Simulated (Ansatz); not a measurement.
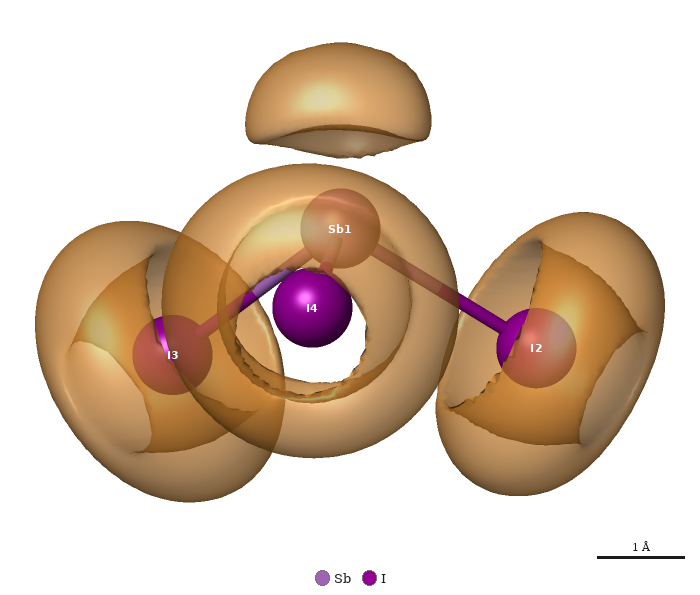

Figure. I$_{3}$Sb (SbI3). Isosurface of the ELF at 0.75 (orange), seen from one side. Only the valence region is drawn (cores and ρ < 0.01 e/Å³ removed).

Geometry: PBE-D4/def2-SVP; core potentials replace the inner electrons of Sb and I.

These are results of RKS PBE0-D4/def2-TZVP in Ansatz 0.2.0, not measurements.

Question: Where are the electrons localised?

Answer: The surface consists of three rings or bowls of non-bonding electrons around I and one lobe on Sb, pointing away from the bonds (lone pairs). Along the contacts the grid gives the following. Sb–I (2.77 Å): the ELF peaks at about 0.70 in the valence shell of I, 1.3 Å from its nucleus, and drops to about 0.20 between the two atoms.
